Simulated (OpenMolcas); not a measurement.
**One shape, several levels: CH6GaN (SMILES [CH3][GaH][NH2])**

Aim: a comparison of 6 runs (HF/3-21G, BLYP/6-31G*, PBE/6-31G*, SVWN5/6-31G*, TPSS/6-31G*, MP2/6-31G*) of CH6GaN. 

Program for the calculation: OpenMolcas 26.06.

1 further run of the same task is left out (set aside as unsound or not needed).

## 1. Starting point

CH6GaN has 9 atoms, charge 0, and is taken as a singlet. As SMILES, `[CH3][GaH][NH2]`. Geometry: relaxed at PBE0-D4/def2-TZVP.

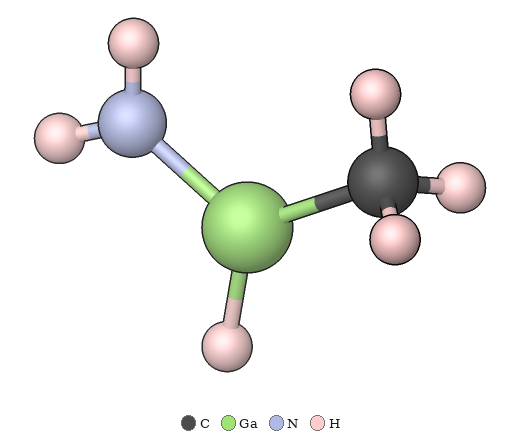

The structure, seen from a chosen angle (carbon dark grey, gallium green, nitrogen light blue, hydrogen pink).

## 2. Energy and gradient at HF/3-21G (run 1)

input.xyz

```xyz
9

C     -0.279100     0.944700    -1.124800
Ga     0.513400    -0.531900    -0.104400
N     -0.068200    -0.807600     1.596800
H     -0.756000     0.568300    -2.033100
H      0.493400     1.652200    -1.435600
H     -1.026300     1.483500    -0.540100
H      1.617900    -1.521300    -0.608700
H      0.276500    -1.536600     2.197700
H     -0.771600    -0.251300     2.052200
```

run.input

```
* CH6GaN Hartree-Fock
>>> EXPORT MOLCAS_PRINT=2
&gateway
baslib = $CurrDir
coord = input.xyz
basis = 3-21G
group = NoSym
&seward
&scf
thresholds = 1e-10 1e-07 1e-07 1e-05
prorbitals = 1 2
&alaska
```

The basis set 3-21G is read from a file made from the Basis Set Exchange's data (not shown).

The run is started by

```console
$ export MOLCAS_MEM=1860
$ pymolcas run.input > run.log
```

The log of the run:

```text
--- Start Module: gateway ---
[...]
--- Stop Module: gateway /rc=_RC_ALL_IS_WELL_ ---
[...]
      Basis functions           52
[...]
--- Start Module: scf ---
[...]
       Convergence after  12 Iterations
[...]
::    Total SCF energy                              -2009.1593998588
[...]
      Total spin, S                                     0.0000000000
[...]
      Total electronic charge=   50.000000
      Total            charge=   -0.000000
[...]
      Dipole Moment (debye):
      Origin of the operator (angstrom)=    0.3062   -0.3589    0.0128
                   X= -5.2811E-01               Y=  2.4427E-01               Z=  6.5719E-01           Total=  8.7776E-01
      Quadrupole Moment (debye*angstrom):
[...]
--- Stop Module: scf /rc=_RC_ALL_IS_WELL_ ---
[...]
--- Start Module: alaska ---
[...]
 *              Molecular gradients               *
 **************************************************
  Irreducible representation: a
 ------------------------------------------------------------------------------------------
                              X                       Y                       Z
 ------------------------------------------------------------------------------------------
  C1                2.96469680547418E-05   -2.69707778598693E-03    4.97780488219846E-03
  GA2               8.04447262611063E-03    2.83997227498123E-03   -2.17916328761287E-02
  N3               -4.54766270916984E-03   -2.07547835042643E-03    1.30724647586931E-02
  H4               -7.09891394345519E-04   -3.14084680399151E-03   -3.39737119602512E-03
  H5                4.36127102775918E-03    1.26038868192868E-03   -9.50398432722821E-04
  H6               -3.04201382009905E-03    1.60851747217361E-03    3.42440465585847E-03
  H7               -3.73429609695641E-03    2.46521336785666E-03    3.29515023076343E-03
  H8                2.22347336369233E-03   -3.10290757940113E-03    1.02289282855095E-03
[...]
--- Stop Module: alaska /rc=_RC_ALL_IS_WELL_ ---
[...]
```

It took 3.9 s on 1 thread of Intel Xeon Platinum 8259CL at 2.50GHz (Skylake/Cascade Lake), shared host; peak memory 0.38 GiB.

## 3. Energy and forces at BLYP/6-31G(d) (spherical functions) (run 2)

job.input

```
&GATEWAY
BasLib=$CurrDir
Coord
9
angstrom
C       -0.279100       0.944700      -1.124800
Ga       0.513400      -0.531900      -0.104400
N       -0.068200      -0.807600       1.596800
H       -0.756000       0.568300      -2.033100
H        0.493400       1.652200      -1.435600
H       -1.026300       1.483500      -0.540100
H        1.617900      -1.521300      -0.608700
H        0.276500      -1.536600       2.197700
H       -0.771600      -0.251300       2.052200
Basis=6-31Gs
Group=NoSym
&SEWARD
GridInput
Grid=UltraFine
End of Grid
&SCF
KSDFT=BLYP
Thresholds=1e-10 1e-07 1e-07 1e-05
PrOrbitals=1 1
&ALASKA
```

The basis set 6-31G* is read from a file made from the Basis Set Exchange's data (not shown).

The run is started by

```console
$ export MOLCAS_MEM=1860
$ pymolcas job.input > job.log
```

The log of the run:

```text
--- Start Module: gateway ---
[...]
--- Stop Module: gateway /rc=_RC_ALL_IS_WELL_ ---
[...]
      Basis functions           72
[...]
--- Start Module: scf ---
[...]
       Convergence after  15 Iterations
[...]
::    Total KS-DFT energy                           -2021.0613212827
[...]
      Total spin, S                                     0.0000000000
[...]
      Total electronic charge=   50.000000
      Total            charge=   -0.000000
[...]
      Dipole Moment (debye):
      Origin of the operator (angstrom)=    0.3062   -0.3589    0.0128
                   X= -7.2734E-01               Y=  3.7626E-01               Z=  8.3061E-01           Total=  1.1664E+00
      Quadrupole Moment (debye*angstrom):
[...]
--- Stop Module: scf /rc=_RC_ALL_IS_WELL_ ---
[...]
--- Start Module: alaska ---
[...]
 *              Molecular gradients               *
 **************************************************
  Irreducible representation: a
 ------------------------------------------------------------------------------------------
                              X                       Y                       Z
 ------------------------------------------------------------------------------------------
  C1                1.29420540732816E-03   -2.18218010666504E-03    1.39983490754503E-03
  GA2              -3.85967984767710E-03    5.14277703413946E-04    7.03955359132280E-03
  N3               -2.18794441168235E-04    5.36889042166866E-04   -4.99863778149034E-04
  H4                2.90797157180700E-03    2.75364730160166E-03    5.13200781011935E-03
  H5               -4.95386600141323E-03   -4.06484062042534E-03    1.39739853664622E-03
  H6                4.62120632598317E-03   -3.39565371287920E-03   -3.50960625936692E-03
  H7               -3.86136167720164E-03    3.87144561121699E-03    1.02809510473278E-03
  H8               -4.60503567746207E-03    9.12656776312204E-03   -6.91435081421066E-03
[...]
--- Stop Module: alaska /rc=_RC_ALL_IS_WELL_ ---
[...]
```

Wall time 39 s (1 thread of Intel Xeon Platinum 8259CL at 2.50GHz (Skylake/Cascade Lake), shared host); peak memory 0.42 GiB.

Runs 3 to 5 aren't shown in full; the table further down has their settings and results.

## 4. A single-point energy at MP2/6-31G(d) (spherical functions) (run 6)

job.inp

```
>>> EXPORT MOLCAS_PRINT=2

&GATEWAY
  BASLIB=$CurrDir
  COORD
  9
  angstrom
  C       -0.279100       0.944700      -1.124800
  Ga       0.513400      -0.531900      -0.104400
  N       -0.068200      -0.807600       1.596800
  H       -0.756000       0.568300      -2.033100
  H        0.493400       1.652200      -1.435600
  H       -1.026300       1.483500      -0.540100
  H        1.617900      -1.521300      -0.608700
  H        0.276500      -1.536600       2.197700
  H       -0.771600      -0.251300       2.052200
  BASIS=6-31Gs
  GROUP=NoSym

&SEWARD

&SCF
  THRESHOLDS=1e-10 1e-07 1e-07 1e-05
  PRORBITALS=0

&MBPT2
  FROZEN=11
```

The basis set 6-31G* is read from a file made from the Basis Set Exchange's data (not shown).

The run is started by

```console
$ export MOLCAS_MEM=1860
$ pymolcas job.inp > job.log
```

The log of the run:

```text
--- Start Module: gateway ---
[...]
--- Stop Module: gateway /rc=_RC_ALL_IS_WELL_ ---
[...]
      Basis functions           72
[...]
--- Start Module: scf ---
[...]
       Convergence after  13 Iterations
[...]
::    Total SCF energy                              -2018.7768604859
[...]
      Total spin, S                                     0.0000000000
[...]
      Total electronic charge=   50.000000
      Total            charge=   -0.000000
[...]
      Dipole Moment (debye):
      Origin of the operator (angstrom)=    0.3062   -0.3589    0.0128
                   X= -4.5224E-01               Y=  2.9282E-01               Z=  4.1222E-01           Total=  6.7837E-01
      Quadrupole Moment (debye*angstrom):
[...]
--- Stop Module: scf /rc=_RC_ALL_IS_WELL_ ---
[...]
--- Start Module: mbpt2 ---
[...]
WARNING!
Default frozen orbitals as non valence orbitals is overwritten by user input.
Default values:  16
[...]
       Reference weight ( Cref**2 )         =        0.86619
::    Total MBPT2 energy                            -2019.3164605686
[...]
      Total MBPT2 calculations                           0.20      0.23
--- Stop Module: mbpt2 /rc=_RC_ALL_IS_WELL_ ---
[...]
```

Wall time 6.6 s (1 thread of Intel Xeon Platinum 8259CL at 2.50GHz (Skylake/Cascade Lake), shared host); peak memory 0.42 GiB.

## 5. All runs side by side

| run | level | integration grid | task | energy (Eh) | dipole moment (D) of the reference | HOMO energy (eV) | LUMO energy (eV) | wall time |
| --- | --- | --- | --- | --- | --- | --- | --- | --- |
| 1 | HF/3-21G | – | gradient | -2009.159400 | 0.88 | -10.15 | 2.69 | 3.9 s |
| 2 | BLYP/6-31G* (spherical functions) | UltraFine | gradient | -2021.061321 | 1.17 | -5.43 | -0.80 | 39 s |
| 3 | PBE/6-31G* (spherical functions) | UltraFine | gradient | -2020.622877 | 1.15 | -5.58 | -0.87 | 38 s |
| 4 | SVWN5/6-31G* (spherical functions) | UltraFine | gradient | -2017.168291 | 1.19 | -5.74 | -1.08 | 30 s |
| 5 | TPSS/6-31G* (spherical functions) | UltraFine | gradient | -2021.057543 | 1.13 | -5.67 | -0.75 | 55 s |
| 6 | MP2/6-31G* (spherical functions) | – | energy | -2019.316461 | 0.68 | -10.34 | 2.41 | 6.6 s |

## 6. Outcome

| quantity | value |
| --- | --- |
| run 6: total energy | -2019.31646 Eh |
| run 6: dipole moment (mean-field density) | 0.68 D |
| run 6: HOMO energy (Hartree–Fock orbitals) | -10.34 eV |
| run 6: LUMO energy (Hartree–Fock orbitals) | 2.41 eV |
| run 6: HOMO–LUMO gap (Hartree–Fock orbitals) | 12.76 eV |
| run 6: correlation energy (11 core orbitals frozen) | -539.6 mEh |

What this shows: Over runs 1, 2, 3, 4, 5 the dipole moment (its size) runs from 0.88 D (HF/3-21G) to 1.19 D (SVWN5/6-31G*). The two ends differ in method and basis. Over runs 1, 2, 3, 4, 5 the HOMO–LUMO gap runs from 4.64 eV (BLYP/6-31G*) to 12.84 eV (HF/3-21G). Totals of different functionals can't be ranked against each other. All runs together took 2.9 min, the longest 55 s.
